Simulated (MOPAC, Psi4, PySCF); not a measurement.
Intermolecular potential of H2 ··· H2 (SMILES [H][H] and [H][H]). Monomers: optimised at B3LYP-D3(BJ) (def2-TZVP), held rigid. Orientation: lowest of the rigid-body minima from ten starts at GFN2-xTB. R is the distance of the centres of mass, along which the second monomer moves.

Geometry at R = 3.26 Å (first 2 atoms: monomer A):
```
4

H      0.3719     0.0000     0.0000
H     -0.3719     0.0000     0.0000
H      3.3434    -0.0290     0.1876
H      3.0852    -0.0812     0.8833
```

- MP2/aug-cc-pVDZ = DF-MP2/aug-cc-pVDZ, frozen core, counterpoise-corrected in Psi4 1.11
- PM6, restricted, heats of formation (MOPAC)
- RKS-B3LYP/3-21G = restricted B3LYP/3-21G, no counterpoise correction (PySCF)
- MP2/aug-cc-pVTZ = DF-MP2/aug-cc-pVTZ, frozen core, counterpoise-corrected (Psi4)
- PBE0/def2-TZVP, counterpoise-corrected (Psi4)

Interaction energies in kJ/mol (negative: bound); R is the distance of the centres of mass, d the H1···H4 distance.

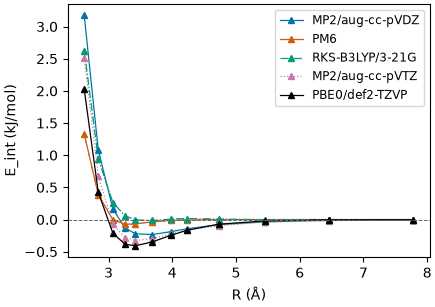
Interaction energy against separation.

```tsv
R / Å	d / Å	MP2/aug-cc-pVDZ	PM6	RKS-B3LYP/3-21G	MP2/aug-cc-pVTZ	PBE0/def2-TZVP
2.62	2.22	3.18	1.33	2.63	2.51	2.03
2.84	2.44	1.08	0.39	0.95	0.67	0.42
3.07	2.67	0.16	0.00	0.26	-0.07	-0.21
3.26	2.85	-0.13	-0.07	0.06	-0.28	-0.38
3.42	3.01	-0.22	-0.07	0.00	-0.33	-0.41
3.69	3.28	-0.23	-0.04	-0.01	-0.30	-0.35
3.98	3.57	-0.19	-0.01	0.01	-0.22	-0.24
4.24	3.83	-0.14	-0.01	0.02	-0.17	-0.17
4.73	4.31	-0.08	0.00	0.01	-0.09	-0.07
5.46	5.04	-0.04	0.00	0.00	-0.04	-0.02
6.46	6.04	-0.01	0.00	0.00	-0.02	-0.01
7.78	7.35	0.00	0.00	0.00	-0.01	0.00
```

Lowest grid point: MP2/aug-cc-pVDZ -0.23 kJ/mol at R = 3.69 Å; PM6 -0.07 kJ/mol at R = 3.26 Å; RKS-B3LYP/3-21G -0.01 kJ/mol at R = 3.69 Å; MP2/aug-cc-pVTZ -0.33 kJ/mol at R = 3.42 Å; PBE0/def2-TZVP -0.41 kJ/mol at R = 3.42 Å.
